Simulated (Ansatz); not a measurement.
The starting structures come from a database of crystals and need not be the phases stable at ambient conditions.

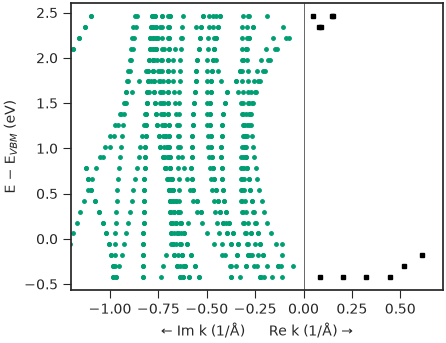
Fig. 1. Complex bands at the centre of the two-dimensional zone; r2SCAN (Ansatz, a first-principles code)

No gap correction and no spin-orbit coupling; mid-gap is the computed energy nearest the middle.

This is Sr4Ti3O10 (I4/mmm, 17 atoms a cell, 12.7 Å³ an atom) along the normal of (101). Read off the slowest decay at the centre of the two-dimensional zone at 1.14 eV, the computed energy nearest the middle of the gap.

κ ≈ 0.27 1/Å, a decay length 1/(2κ) of the density of 1.9 Å.
